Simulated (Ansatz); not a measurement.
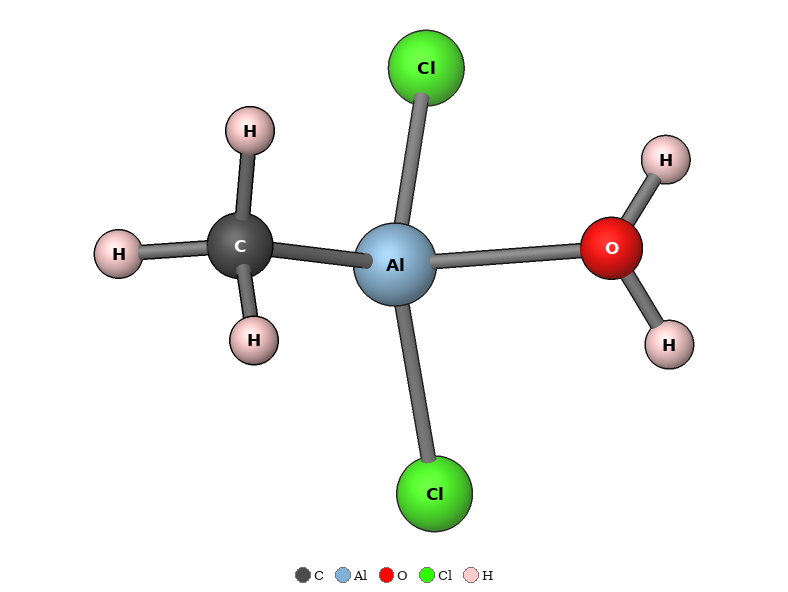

The picture shows the input geometry.

Input file:

```yaml
crystal:
  periodic: [false, false, false]
  atoms:
    - {symbol: C, position_ang: [-1.505939, -0.508443, 0.282222]}
    - {symbol: Al, position_ang: [0.057627, 0.267496, -0.550212]}
    - {symbol: O, position_ang: [1.595834, 0.062092, 0.677577]}
    - {symbol: Cl, position_ang: [0.985200, -0.777762, -2.167859]}
    - {symbol: Cl, position_ang: [0.209709, 2.396645, -0.665552]}
    - {symbol: H, position_ang: [-1.747863, -0.010724, 1.225253]}
    - {symbol: H, position_ang: [-1.366349, -1.573827, 0.484782]}
    - {symbol: H, position_ang: [-2.378740, -0.412599, -0.369777]}
    - {symbol: H, position_ang: [2.285268, -0.436727, 0.216692]}
    - {symbol: H, position_ang: [1.948353, 0.942650, 0.869674]}
basis:
  gaussian: {orbitals: aug-cc-pVDZ, fitting: {mean_field: cc-pVTZ-jkfit}}
hamiltonian: {xc: {name: CAM-B3LYP}, dispersion: d4}
output: {forces: true}
```

It was started with:

```sh
ansatz run in.yaml --threads 4 --pin off --events-out ev --progress --plain --max-ram 10444MiB
```

Output:

```
Functional definition: CAM-B3LYP
  name "CAM-B3LYP"
  cite "Yanai, Tew & Handy, Chem. Phys. Lett. 393, 51 (2004) doi:10.1016/j.cplett.2004.06.011"
  cite "Iikura, Tsuneda, Yanai & Hirao, J. Chem. Phys. 115, 3540 (2001) doi:10.1063/1.1383587"
  cite "Becke, Phys. Rev. A 38, 3098 (1988) doi:10.1103/PhysRevA.38.3098"
  cite "Lee, Yang & Parr, Phys. Rev. B 37, 785 (1988) doi:10.1103/PhysRevB.37.785"
  cite "Vosko, Wilk & Nusair, Can. J. Phys. 58, 1200 (1980) doi:10.1139/p80-159"
  parameter alpha = 0.19
  parameter beta = 0.46
  parameter omega = 0.33/bohr
  parameter ac = 0.81
  # Exact exchange under (alpha + beta erf(omega r))/r, Becke's under what is left of 1/r.
  exchange = (1 - alpha - beta)*b88_x + beta*b88_x_sr(omega) + alpha*exact_x + beta*exact_x_lr(omega)
  correlation = (1 - ac)*vwn5_c + ac*lyp_c
671 factors; integrals over basis functions are off by at most 2.7e-1 eV
671 factors; integrals over basis functions are off by at most 1.6e-2 eV
mean field evaluation 1: about -34804.9783 eV, gradient 6.4e1 eV
mean field evaluation 2: about -34804.8246 eV, gradient 6.4e1 eV
mean field evaluation 4: about -34813.2997 eV, gradient 2.2e0 eV
mean field evaluation 8: about -34813.3118 eV, gradient 9.2e-2 eV
mean field evaluation 16: about -34813.3118 eV, gradient 1.0e-5 eV
mean field -34813.31181519 eV, -1279.3656118980 hartree, gradient 1.0e-5 eV, S^2 0.000000; 0 other end points of the search recorded, 0 dependent functions left out
the calculation of the forces begins
reference -34813.31197370 eV, -1279.3656177230 hartree; 33, 33 occupied and 139, 139 virtual orbitals, 671 factors
Total energy: -34813.52668204 eV, -1279.3735081091 hartree
Atom 0 at    -1.505939    -0.508443     0.282222 Å, force     0.140864     0.055083    -0.043763 eV/Å
Atom 1 at     0.057627     0.267496    -0.550212 Å, force    -0.400939    -0.168401     0.148833 eV/Å
Atom 2 at     1.595834     0.062092     0.677577 Å, force    -0.059787    -0.046390     0.067454 eV/Å
Atom 3 at     0.985200    -0.777762    -2.167859 Å, force     0.187977    -0.172348    -0.261636 eV/Å
Atom 4 at     0.209709     2.396645    -0.665552 Å, force     0.057835     0.360560    -0.009304 eV/Å
Atom 5 at    -1.747863    -0.010724     1.225253 Å, force    -0.036949     0.088645     0.156659 eV/Å
Atom 6 at    -1.366349    -1.573827     0.484782 Å, force     0.028367    -0.179047     0.029872 eV/Å
Atom 7 at    -2.378740    -0.412599    -0.369777 Å, force    -0.155003     0.015626    -0.112880 eV/Å
Atom 8 at     2.285268    -0.436727     0.216692 Å, force     0.143182    -0.076514    -0.034795 eV/Å
Atom 9 at     1.948353     0.942650     0.869674 Å, force     0.094453     0.122785     0.059560 eV/Å
Dipole moment:     0.522446    -0.180236     0.650512 e Å
```

The run converged.
